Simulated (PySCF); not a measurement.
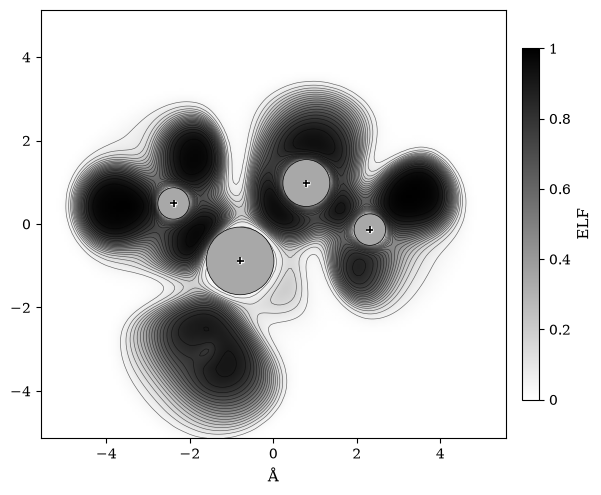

The ELF on a plane through atoms (crosses mark nuclei in the plane; grey discs cover the cores).

The calculation used PBE0/pcSseg-1, SCF density, gas phase, non-relativistic (PySCF 2.14.0).

Candidates:
A. C₄H₁₂AlClS
B. C₆H₁₁FNPSi (SMILES N#CCP1CC[SiH](F)CC1)
C. C₄HF₃S₃ (SMILES FC(F)(F)c1csc(=S)s1)

Which candidate gave the map?

Answer. Candidate A: C₄H₁₂AlClS on the plane of atoms Al2, S5 and C6, which holds C, Al and S.
